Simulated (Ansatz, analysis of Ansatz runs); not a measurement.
# Moving an added hole between Cl sites in Li2ZnCl4 (Fd-3m), part 2 of 3

Question: does an added hole stay on the Cl atom where it is started in Li2ZnCl4 (Fd-3m), and if so, how high is the barrier for a hop to another Cl site nearby? Model: a cell of 56 host atoms.

Ansatz 0.2.0; plane-wave PAW DFT, PBEsol+U; relaxation of all atoms of a supercell at fixed charge in a uniform background; PAW set soft_1.

So far. Step 2 (The cell without the carrier): The largest displacement from an ideal site is 0.023 Å.

## Step 3: The hole on the first site

The nearest neighbour or neighbours of the site start displaced and the site's starting moment is changed by the carrier's spin, since a carrier doesn't trap itself in the undistorted lattice.

A.relax/input.yaml

```yaml
crystal:
  lattice:
    - [10.23227833, 0.0, 0.0]
    - [0.0, 10.23227833, 0.0]
    - [0.0, 0.0, 10.23227833]
  atoms:
    - { symbol: Li, position: [0.374862, 0.350377, 0.625947] }
    - { symbol: Li, position: [0.375106, 0.87445, 0.12504] }
    - { symbol: Li, position: [0.874955, 0.374765, 0.124937] }
    - { symbol: Li, position: [0.875156, 0.874374, 0.624874] }
    - { symbol: Li, position: [0.375831, 0.12522, 0.875482] }
    - { symbol: Li, position: [0.374171, 0.624922, 0.350948] }
    - { symbol: Li, position: [0.874872, 0.125214, 0.375808] }
    - { symbol: Li, position: [0.875534, 0.624815, 0.875131] }
    - { symbol: Li, position: [0.125384, 0.124489, 0.62565] }
    - { symbol: Li, position: [0.124538, 0.624884, 0.125282] }
    - { symbol: Li, position: [0.625022, 0.124908, 0.126101] }
    - { symbol: Li, position: [0.649222, 0.625318, 0.626082] }
    - { symbol: Li, position: [0.1248, 0.374505, 0.875342] }
    - { symbol: Li, position: [0.125221, 0.875657, 0.375034] }
    - { symbol: Li, position: [0.625335, 0.375496, 0.375123] }
    - { symbol: Li, position: [0.625567, 0.875008, 0.875618] }
    - { symbol: Zn, position: [0.000134, -8.2e-05, 0.000198] }
    - { symbol: Zn, position: [0.000145, 0.499785, 0.500433] }
    - { symbol: Zn, position: [0.50002, -0.000248, 0.500436] }
    - { symbol: Zn, position: [0.500083, 0.500012, 0.000366] }
    - { symbol: Zn, position: [0.250202, 0.249931, 0.250393] }
    - { symbol: Zn, position: [0.236104, 0.764078, 0.764697] }
    - { symbol: Zn, position: [0.749966, 0.2499, 0.750239] }
    - { symbol: Zn, position: [0.749968, 0.749815, 0.250607] }
    - { symbol: Cl, position: [0.377409, 0.122766, 0.123218] }
    - { symbol: Cl, position: [0.37734, 0.622773, 0.623297], spin: 1.0 }
    - { symbol: Cl, position: [0.877213, 0.122768, 0.623121] }
    - { symbol: Cl, position: [0.877129, 0.622813, 0.123257] }
    - { symbol: Cl, position: [0.37285, 0.372802, 0.873225] }
    - { symbol: Cl, position: [0.372714, 0.872701, 0.373232] }
    - { symbol: Cl, position: [0.872936, 0.372856, 0.37312] }
    - { symbol: Cl, position: [0.872982, 0.872718, 0.872957] }
    - { symbol: Cl, position: [0.377373, 0.377126, 0.377605] }
    - { symbol: Cl, position: [0.377528, 0.877078, 0.877674] }
    - { symbol: Cl, position: [0.877244, 0.377084, 0.877436] }
    - { symbol: Cl, position: [0.877235, 0.87712, 0.377704] }
    - { symbol: Cl, position: [0.373049, 0.12698, 0.627817] }
    - { symbol: Cl, position: [0.372759, 0.627144, 0.127497] }
    - { symbol: Cl, position: [0.873032, 0.126974, 0.127589] }
    - { symbol: Cl, position: [0.872951, 0.627021, 0.62764] }
    - { symbol: Cl, position: [0.127346, 0.372665, 0.627636] }
    - { symbol: Cl, position: [0.127264, 0.872675, 0.127473] }
    - { symbol: Cl, position: [0.627381, 0.372795, 0.127549] }
    - { symbol: Cl, position: [0.627322, 0.872593, 0.627552] }
    - { symbol: Cl, position: [0.12742, 0.127122, 0.873159] }
    - { symbol: Cl, position: [0.127217, 0.627168, 0.373228] }
    - { symbol: Cl, position: [0.627159, 0.127159, 0.373279] }
    - { symbol: Cl, position: [0.627368, 0.627107, 0.873304] }
    - { symbol: Cl, position: [0.122995, 0.37708, 0.123228] }
    - { symbol: Cl, position: [0.123, 0.877171, 0.623294] }
    - { symbol: Cl, position: [0.622759, 0.3771, 0.623217] }
    - { symbol: Cl, position: [0.622863, 0.877161, 0.123471] }
    - { symbol: Cl, position: [0.123045, 0.122834, 0.377681] }
    - { symbol: Cl, position: [0.122944, 0.622567, 0.877539] }
    - { symbol: Cl, position: [0.622979, 0.122708, 0.87767] }
    - { symbol: Cl, position: [0.622719, 0.622639, 0.377709] }
total_charge: 1
basis:
  ecutwfc: 420
  xc_grid: 2
hamiltonian:
  xc: pbesol
  hubbard:
    sites: [{ species: Cl, l: p, u_eff: 6.0 }]
    projectors: ortho-atomic
  pseudopotentials: { kind: paw, azcp: { folder: soft_1 }, xc_functional: pbe }
kpoints:
  mp_grid: { grid: [1, 1, 1] }
magnetization:
  spin_polarized: true
  initial_magnetization: 1
  spin_locking: { lock_magnetization: hard }
scf:
  occupations: { method: fermi_dirac, width: 0.01 }
  max_iter: 120
  lower_state_search: "off"
output:
  forces: true
relax:
  f_tol: 0.015
  max_steps: 70
  escape_saddle: false
checkpoint:
  write: "../A.relax.run"
  compress: false
  write_wavefunctions: true
  write_every: 100000
```

Launch:

```
$ ansatz run input.yaml --threads 4 --pin off --max-ram 9420MiB --backend cpu --events-out ev --progress --plain --runs-dir out
```

Numbers of over 12 decimals in the logs are rounded to 6 here.

The log of the run:

```text
[...]
Crystal: 56 atoms, lattice volume = 1071.315 Å³
Basis set: ecut = 420 eV, 20863 PW (Γ), exchange–correlation on 144×144×144 points (8 copies of the dense FFT grid, shifted against one another)
Bands: 240, of which v1, the nominal top of the filled ones, is band 184 counted from 1 (183 counted from 0)
Symmetry: 1 space group operations
[...]
k-points: 1
[...]
Starting moments: Σ|m| = 1 μB on 1 of 56 sites
[...]
SCF iter   1: F=—  HF=-63511.398579 eV  |F-HF|=—  |Δ(HF+E_count)|=         —  Δρ=4.41e-2 (↑4.40e-2 ↓4.41e-2)  dr2=5.06e1  dr2_m=3.14e-2  M=1.000 μB ∫|m|=1.089 μB  β_m=0.30  ethr=3.10e-3  ⟨swp⟩=7.0  Hψ=2305  notcnv=0  defer=78
[...]
spin=Collinear: Kerker preconditioning applied to the charge; magnetization (m = ρ↑ − ρ↓) channel mixes plain (no charge-response kernel on spin).
SCF iter   2: F=—  HF=-63503.701167 eV  |F-HF|=—  |Δ(HF+E_count)|=    7.70e0  Δρ=2.42e-2 (↑2.33e-2 ↓2.42e-2)  dr2=1.87e1  dr2_m=1.25e-1  M=1.000 μB ∫|m|=1.082 μB  β_m=0.47  ethr=3.10e-3  ⟨swp⟩=3.0  Hψ=856  notcnv=0  defer=96
[...]
SCF iter  10: F=-63503.722888 eV  HF=-63503.722887 eV  |F-HF|=6.40e-7  |Δ(HF+E_count)|=   1.84e-5  Δρ=7.13e-6 (↑5.81e-6 ↓7.13e-6)  dr2=1.31e-6  dr2_m=5.53e-8  M=1.000 μB ∫|m|=1.061 μB  ethr=1.53e-9  ⟨swp⟩=4.0  Hψ=1493  notcnv=0
SCF 1 converged in 10 iterations: F = -63503.722888 eV  dr2 = 1.31e-6
[...]
relax step   1: F+E_penalty+E_count = -63503.72288790 eV  Δ(F+E_penalty+E_count) = +0.000e0 eV  max|allowed force component| = 3.771e-1 eV/Å  Δτ_max = 0.0000 Å  (10 SCF iters, dr2 threshold 5.63e-6 eV, accepted)
[...]
relax step   2: F+E_penalty+E_count = -63504.05873021 eV  Δ(F+E_penalty+E_count) = -3.358e-1 eV  max|allowed force component| = 2.434e-1 eV/Å  Δτ_max = 0.1957 Å  (11 SCF iters, dr2 threshold 8.89e-6 eV, accepted)
relax step   3: F+E_penalty+E_count = -63504.11686060 eV  Δ(F+E_penalty+E_count) = -5.813e-2 eV  max|allowed force component| = 1.412e-1 eV/Å  Δτ_max = 0.1291 Å  (10 SCF iters, dr2 threshold 3.70e-6 eV, accepted)
relax step   4: F+E_penalty+E_count = -63504.13875077 eV  Δ(F+E_penalty+E_count) = -2.189e-2 eV  max|allowed force component| = 7.779e-2 eV/Å  Δτ_max = 0.0831 Å  (10 SCF iters, dr2 threshold 6.72e-6 eV, accepted)
relax step   5: F+E_penalty+E_count = -63504.14629483 eV  Δ(F+E_penalty+E_count) = -7.544e-3 eV  max|allowed force component| = 4.686e-2 eV/Å  Δτ_max = 0.0438 Å  (6 SCF iters, dr2 threshold 1.84e-6 eV, accepted)
relax step   6: F+E_penalty+E_count = -63504.14952537 eV  Δ(F+E_penalty+E_count) = -3.231e-3 eV  max|allowed force component| = 2.788e-2 eV/Å  Δτ_max = 0.0299 Å  (10 SCF iters, dr2 threshold 6.66e-7 eV, accepted)
relax step   7: F+E_penalty+E_count = -63504.15034544 eV  Δ(F+E_penalty+E_count) = -8.201e-4 eV  max|allowed force component| = 2.231e-2 eV/Å  Δτ_max = 0.0147 Å  (10 SCF iters, dr2 threshold 2.75e-7 eV, accepted)
SCF iter   1: F=—  HF=-63504.149634 eV  |F-HF|=—  |Δ(HF+E_count)|=         —  Δρ=2.08e-4 (↑1.29e-4 ↓2.08e-4)  dr2=5.04e-4  dr2_m=6.60e-5  M=1.000 μB ∫|m|=1.058 μB  β_m=0.30  ethr=1.55e-6  ⟨swp⟩=6.0  Hψ=1325  notcnv=0  defer=95
[...]
SCF iter  10: F=-63504.150567 eV  HF=-63504.150567 eV  |F-HF|=4.22e-10  |Δ(HF+E_count)|=   1.00e-7  Δρ=3.11e-7 (↑3.02e-7 ↓3.11e-7)  dr2=2.86e-9  dr2_m=1.05e-10  M=1.000 μB ∫|m|=1.057 μB  ethr=7.88e-12  ⟨swp⟩=2.0  Hψ=1719  notcnv=0
SCF 8 converged in 10 iterations: F = -63504.150567 eV  dr2 = 2.86e-9
relax step   8: F+E_penalty+E_count = -63504.15056684 eV  Δ(F+E_penalty+E_count) = -2.214e-4 eV  max|allowed force component| = 8.613e-3 eV/Å  Δτ_max = 0.0053 Å  (10 SCF iters, accepted)
NSCF: frozen V_eff on 1 k-points
[...]
SCF converged after 10 iterations
Stability checked in part: among states of this total moment the steps that led to this state did not find it unstable. No probe was made; neither looks for a lower state of another moment (fixed_total_moment; see scf.lower_state_search)
Magnetization: 1.0000 μB (184.0000 up, 183.0000 down)
Absolute magnetization: 1.0590 μB (∫|ρ↑−ρ↓|, with the PAW one-centre terms)
[...]
Per-site moments (μB) at R_I (Å): [(4.128860598083701e-5, 0.943729), (9.012353817587672e-5, 1.034019), (6.659411048506364e-7, 1.035166), [... 53 left out ...]
Free energy (F): -63504.150567 eV
[...]
Internal energy: -63504.150567 eV  (E = F + TS)
E sigma→0 (E₀):  -63504.150567 eV
Fermi energy:    1.544271 (↑ 3.048979, ↓ 1.540947) eV
[...]
--- Forces (eV/Å), atoms counted from 1 ---
  atom   1  Li    -0.00151368     0.00247646     0.00105029
  atom   2  Li     0.00158327    -0.00068378    -0.00056884
  [... 3 atoms left out ...]
  atom   6  Li    -0.00219088     0.00094224     0.00475322
  [... 5 atoms left out ...]
  atom  12  Li    -0.00486916     0.00274412     0.00328045
  [... 2 atoms left out ...]
  atom  15  Li    -0.00083045     0.00069246     0.00060990
  [... 10 atoms left out ...]
  atom  26  Cl     0.00017815    -0.00053565     0.00091992
  [... 3 atoms left out ...]
  atom  30  Cl     0.00005091    -0.00001799    -0.00066755
  [... 2 atoms left out ...]
  atom  33  Cl     0.00060668    -0.00102895    -0.00044983
  [... 10 atoms left out ...]
  atom  44  Cl    -0.00003380     0.00047075     0.00031032
  [... 6 atoms left out ...]
  atom  51  Cl     0.00069541    -0.00094544    -0.00075637
  [... 4 atoms left out ...]
  atom  56  Cl     0.00204920    -0.00028538    -0.00259437
  max |Σ_I F_I| component: 6.29e-6 eV/Å
--- Band table (eV) ---
[...]
Occupation matrices written to <dir>
--- Relaxed structure (8 steps of the walk, 8 accepted, 0 SCFs on fresh bases) ---
  F+E_penalty+E_count = -63504.15056684 eV   max|allowed force component| = 8.613e-3 eV/Å
  atoms:
    - { symbol: Li, position: [0.384950, 0.336207, 0.612592] }
    - { symbol: Li, position: [0.377466, 0.879221, 0.131083] }
    [... 3 atoms left out ...]
    - { symbol: Li, position: [0.381538, 0.612357, 0.339780] }
    [... 5 atoms left out ...]
    - { symbol: Li, position: [0.657957, 0.615914, 0.619368] }
    [... 2 atoms left out ...]
    - { symbol: Li, position: [0.629310, 0.372965, 0.372268] }
    [... 10 atoms left out ...]
    - { symbol: Cl, position: [0.364580, 0.641791, 0.638272] }
    [... 3 atoms left out ...]
    - { symbol: Cl, position: [0.373636, 0.861115, 0.378098] }
    [... 2 atoms left out ...]
    - { symbol: Cl, position: [0.378466, 0.377060, 0.377960] }
    [... 10 atoms left out ...]
    - { symbol: Cl, position: [0.626761, 0.864464, 0.627662] }
    [... 6 atoms left out ...]
    - { symbol: Cl, position: [0.621485, 0.377927, 0.621712] }
    [... 4 atoms left out ...]
    - { symbol: Cl, position: [0.620924, 0.620947, 0.379397] }
```

The job ended after 1.9 min (4 threads of Arm Neoverse V2, shared host; peak memory 1.7 GiB; 7.5 min of CPU time).

Relaxation path:

```csv
step,energy less that of the first step (eV),largest force component (eV/Å)
1,0.0000,0.3771
2,-0.3358,0.2434
3,-0.3940,0.1412
4,-0.4159,0.0778
5,-0.4234,0.0469
6,-0.4266,0.0279
7,-0.4275,0.0223
8,-0.4277,0.0086
```

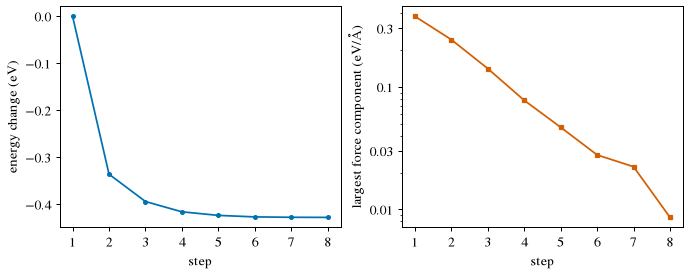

Energy and largest force along the relaxation.

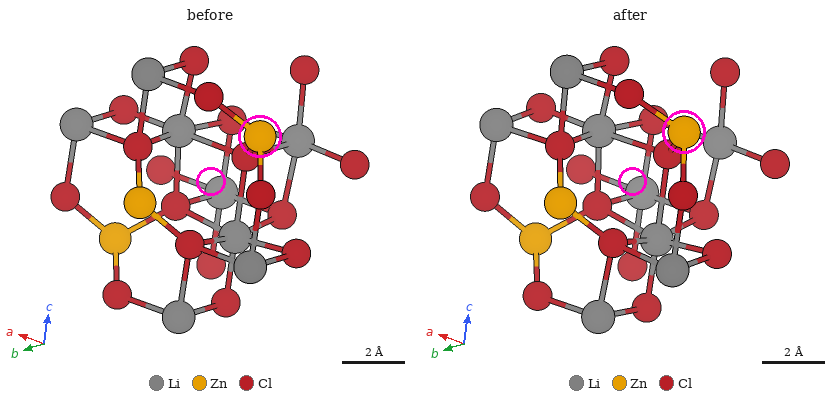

Before and after: the atoms that start within 5 Å of the centre. Zn22, which moves most, is ringed if it is among them. A ring with no atom in it marks the empty centre.

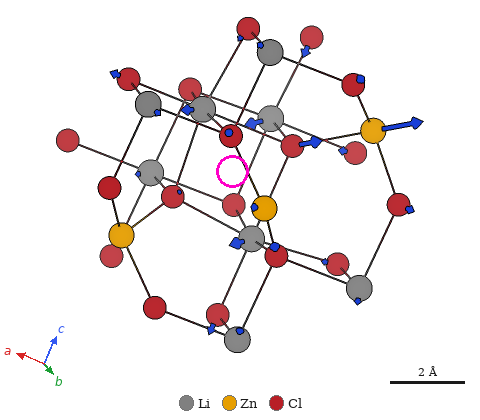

Displacements in the relaxation near the centre, exaggerated; the longest in the cell stands for 0.46 Å. A ring marks the centre wherever it is empty.

The atoms that moved most (Å):

```csv
atom,dx,dy,dz,length
Zn22,-0.261,0.276,0.265,0.463
Cl26,-0.131,0.195,0.153,0.280
Li1,0.103,-0.145,-0.137,0.224
Li6,0.075,-0.129,-0.114,0.188
Li12,0.089,-0.096,-0.069,0.148
Cl37,-0.005,-0.138,0.003,0.138
Cl29,0.014,0.050,-0.123,0.134
Cl30,0.009,-0.119,0.050,0.129
```

The moves above count from the input, in which the site's nearest neighbours were already displaced; the distances below compare with the cell without the carrier.

Distances from Cl26 without and with the hole:

```csv
atom,without (Å),with (Å)
Zn22,2.26,2.69
Li12,2.53,3.02
Li6,2.54,3.07
Li1,2.54,3.14
```

The largest changes of the moments are 0.79 μB on Cl26, 0.01 μB on Cl30 and 0.01 μB on Cl29. The largest part sits on the chosen site.

## Step 4: The hole on the second site

The same start is made on the second site, to get the end of the hop.

B.relax/input.yaml

```yaml
crystal:
  lattice:
    - [10.23227833, 0.0, 0.0]
    - [0.0, 10.23227833, 0.0]
    - [0.0, 0.0, 10.23227833]
  atoms:
    - { symbol: Li, position: [0.375155, 0.37481, 0.625653] }
    - { symbol: Li, position: [0.375106, 0.87445, 0.12504] }
[... 3 atom lines left out ...]
    - { symbol: Li, position: [0.350031, 0.624922, 0.375088] }
[... 5 atom lines left out ...]
    - { symbol: Li, position: [0.625083, 0.625318, 0.650221] }
[... 13 atom lines left out ...]
    - { symbol: Cl, position: [0.37734, 0.622773, 0.623297] }
[... 6 atom lines left out ...]
    - { symbol: Cl, position: [0.377373, 0.377126, 0.377605] }
[... 17 atom lines left out ...]
    - { symbol: Cl, position: [0.622759, 0.3771, 0.623217] }
[... 4 atom lines left out ...]
    - { symbol: Cl, position: [0.622719, 0.622639, 0.377709], spin: 1.0 }
total_charge: 1
basis:
  ecutwfc: 420
  xc_grid: 2
hamiltonian:
  xc: pbesol
  hubbard:
    sites: [{ species: Cl, l: p, u_eff: 6.0 }]
    projectors: ortho-atomic
  pseudopotentials: { kind: paw, azcp: { folder: soft_1 }, xc_functional: pbe }
kpoints:
  mp_grid: { grid: [1, 1, 1] }
magnetization:
  spin_polarized: true
  initial_magnetization: 1
  spin_locking: { lock_magnetization: hard }
scf:
  occupations: { method: fermi_dirac, width: 0.01 }
  max_iter: 120
  lower_state_search: "off"
output:
  forces: true
relax:
  f_tol: 0.015
  max_steps: 70
  escape_saddle: false
checkpoint:
  write: "../B.relax.run"
  compress: false
  write_wavefunctions: true
  write_every: 100000
```

The log of the run:

```text
[...]
Crystal: 56 atoms, lattice volume = 1071.315 Å³
Basis set: ecut = 420 eV, 20863 PW (Γ), exchange–correlation on 144×144×144 points (8 copies of the dense FFT grid, shifted against one another)
Bands: 240, of which v1, the nominal top of the filled ones, is band 184 counted from 1 (183 counted from 0)
Symmetry: 1 space group operations
[...]
k-points: 1
[...]
Starting moments: Σ|m| = 1 μB on 1 of 56 sites
[...]
SCF iter   1: F=—  HF=-63511.398109 eV  |F-HF|=—  |Δ(HF+E_count)|=         —  Δρ=4.41e-2 (↑4.40e-2 ↓4.41e-2)  dr2=5.06e1  dr2_m=3.15e-2  M=1.000 μB ∫|m|=1.089 μB  β_m=0.30  ethr=3.10e-3  ⟨swp⟩=7.0  Hψ=2305  notcnv=0  defer=79
[...]
Occupation matrices written to <dir>
--- Relaxed structure (9 steps of the walk, 9 accepted, 0 SCFs on fresh bases) ---
  F+E_penalty+E_count = -63504.15055255 eV   max|allowed force component| = 8.504e-3 eV/Å
  atoms:
    - { symbol: Li, position: [0.372878, 0.370591, 0.628206] }
    - { symbol: Li, position: [0.368137, 0.876668, 0.125531] }
[...]
- { symbol: Li, position: [0.337008, 0.616005, 0.388494] }
[...]
- { symbol: Li, position: [0.612109, 0.617735, 0.661932] }
[...]
- { symbol: Li, position: [0.617067, 0.342303, 0.381998] }
[...]
- { symbol: Cl, position: [0.377236, 0.621584, 0.623066] }
[...]
- { symbol: Cl, position: [0.373394, 0.864159, 0.374608] }
    [... 2 atoms left out ...]
    - { symbol: Cl, position: [0.378425, 0.378727, 0.379204] }
    [... 10 atoms left out ...]
    - { symbol: Cl, position: [0.626199, 0.865458, 0.628570] }
    [... 6 atoms left out ...]
    - { symbol: Cl, position: [0.621181, 0.379000, 0.621607] }
    [... 4 atoms left out ...]
    - { symbol: Cl, position: [0.641195, 0.635213, 0.361457] }
[key lines of the parts left out:]
SCF converged after 5 iterations
Magnetization: 1.0000 μB (184.0000 up, 183.0000 down)
Free energy (F): -63504.150553 eV
Fermi energy:    1.543648 (↑ 3.049079, ↓ 1.540323) eV
```

Wall time 95 s (4 threads); peak memory 1.7 GiB; 6.2 min of CPU time.

Distances from Cl56 without and with the hole:

```csv
atom,without (Å),with (Å)
Zn24,2.25,2.69
Li15,2.53,3.01
Li12,2.54,3.09
Li6,2.54,3.13
```

The largest changes of the moments are 0.79 μB on Cl56, 0.01 μB on Cl40 and 0.01 μB on Cl38. The largest part sits on the chosen site.

(Continued in part 3 of 3.)

[Logs are printed without paths, hosts, clocks, repeated set-up lines and the standing remarks that a program may print on its own settings, such as how far it seeks lower states.]

[Hosts, paths, dates, database ids (printed as entryN), source tags and the programs' standing remarks are cut or masked in the printed files.]
